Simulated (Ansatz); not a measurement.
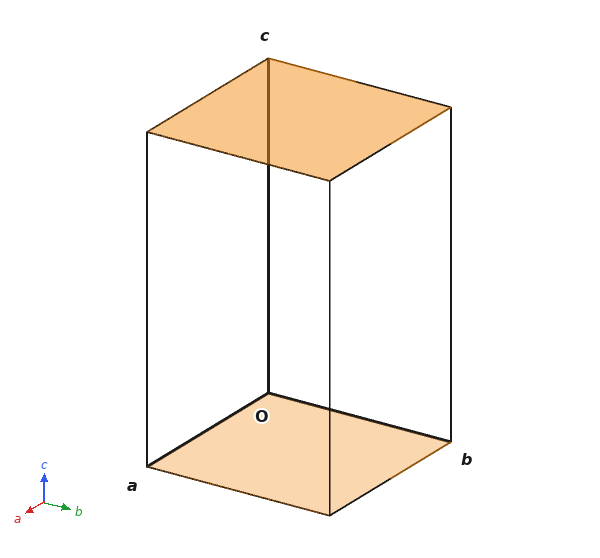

For Hf2BeCN2, the input geometry of an electronic-structure calculation (not necessarily at equilibrium); the starting structure was generated, so it need not be a known form of this composition: every member of one family of equally spaced planes, hx + ky + lz = a whole number, that cuts the unit cell is shaded (one member passes through the origin O). The drawing is computed from the coordinates (standard cell, symmetry found to 0.002 Å).

a = 3.405 Å, b = 3.405 Å, c = 5.683 Å, α = 90.00°, β = 90.00°, γ = 90.00°.

> Index the planes.

(0 0 1); the opposite sign names the same planes. The member next to the origin meets the axes a never, b never, c at 1.

> What is the spacing?

d = 5.683 Å.

> The space group is P4/mmm, No. 123. How many reflections hkl are equivalent to this one (itself included), and does it occur?

2 reflections are equivalent in the Laue class 4/mmm. The space group allows the reflection.
